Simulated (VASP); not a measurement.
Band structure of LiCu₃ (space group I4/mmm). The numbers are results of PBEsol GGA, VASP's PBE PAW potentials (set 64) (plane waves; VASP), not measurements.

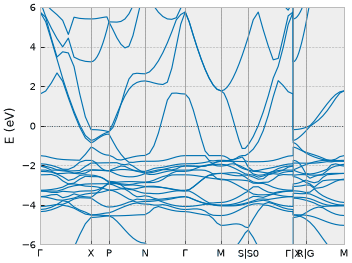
Fig. 1. Bands along high-symmetry lines, zero at the valence-band maximum or, without a gap, the Fermi level

Read the plot: is there a gap, and where are the band edges?

It has no gap at this level: it comes out as a metal or semimetal. (Edges off the drawn lines would not show.)

The structure comes from a computed database's LiCu3 entry (I4/mmm); how it stands against other phases isn't given here. It was relaxed first.
